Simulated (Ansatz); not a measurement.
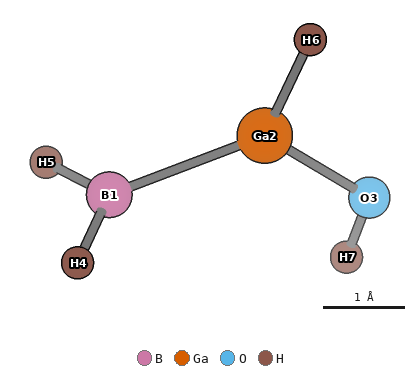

Fig. 1: The structure as given in the input (ball-and-stick view, seen at a tilt; atoms are numbered from 1 in the order of the input). Sticks mark near contacts.

# Single-point calculation, with input and output: GaBH4O

GaBH4O, SMILES [BH2][GaH][OH], computed with RKS PBE0-D4/def2-SVP (Ansatz 0.2.0).

The geometry comes from this level: PBE0-D4/def2-TZVP.

**Output**
```
Functional definition: PBE0
  name "PBE0"
  cite "Adamo & Barone, J. Chem. Phys. 110, 6158 (1999) doi:10.1063/1.478522"
  cite "Perdew, Burke & Ernzerhof, Phys. Rev. Lett. 77, 3865 (1996) doi:10.1103/PhysRevLett.77.3865"
  parent pbe
  parameter a = 0.25
  parameter kappa = 0.804
  parameter beta = 0.06672455060314922
  exchange = (1 - a)*pbe_x(kappa = kappa, mu = beta*pi^2/3) + a*exact_x
  correlation = pbe_c(beta = beta)
804 factors; integrals over basis functions are off by at most 1.2e-3 eV
mean field evaluation 1: about -55141.2817 eV, gradient 5.4e1 eV
mean field evaluation 2: about -55105.6107 eV, gradient 1.4e2 eV
mean field evaluation 4: about -55146.5224 eV, gradient 8.1e0 eV
mean field evaluation 8: about -55146.6825 eV, gradient 5.0e-1 eV
mean field evaluation 16: about -55146.6833 eV, gradient 2.5e-5 eV
mean field -55146.68331002 eV, -2026.6032318787 hartree, gradient 2.5e-5 eV, S^2 0.000000; 0 other end points of the search recorded, 0 dependent functions left out
reference -55146.68333797 eV, -2026.6032329060 hartree; 24, 24 occupied and 56, 56 virtual orbitals, 804 factors
Total energy: -55146.76776935 eV, -2026.6063357019 hartree
```

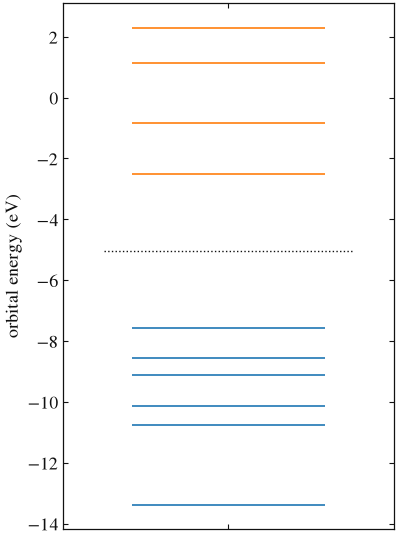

Fig. 2: Orbital energies near the frontier; the dotted line parts filled from empty levels, and levels within 0.02 eV of each other stand side by side. Highest filled −7.56 eV, lowest empty −2.52 eV, 5.04 eV apart.

This output came from the following input.

**The input**
```yaml
crystal:
  periodic: [false, false, false]
  atoms:
    - {symbol: B, position_ang: [-1.372810, 0.018298, 0.020404]}
    - {symbol: Ga, position_ang: [0.638609, 0.008523, 0.559121]}
    - {symbol: O, position_ang: [1.905214, -0.084042, -0.714503]}
    - {symbol: H, position_ang: [-2.005094, -0.993007, -0.084312]}
    - {symbol: H, position_ang: [-1.965789, 1.035751, -0.195563]}
    - {symbol: H, position_ang: [1.293709, 0.071991, 1.980129]}
    - {symbol: H, position_ang: [1.567460, -0.125515, -1.610878]}
basis:
  gaussian: {orbitals: def2-SVP}
hamiltonian: {xc: pbe0, dispersion: d4}
output: {orbitals: {seedname: orbitals}}
```

Run as:
```bash
ansatz run in.yaml --threads 2 --pin off --events-out ev --progress --plain --max-ram 4352MiB
```

**Key numbers**

```json
{"quantity": "outcome", "value": "converged"}
{"quantity": "total energy", "value": "−55146.7678 eV"}
{"quantity": "mean-field energy", "value": "−55146.6833 eV"}
{"quantity": "dispersion energy", "value": "−0.0844 eV"}
{"quantity": "SCF solution under orbital rotations", "value": "stable"}
{"quantity": "HOMO", "value": "−7.56 eV"}
{"quantity": "LUMO", "value": "−2.52 eV"}
{"quantity": "hardware", "value": "2 threads of Arm Neoverse V2, 23 GiB of memory available, shared host"}
{"quantity": "wall time", "value": "1.1 s (CPU time 1.9 s)"}
{"quantity": "peak memory", "value": "0.33 GiB"}
```
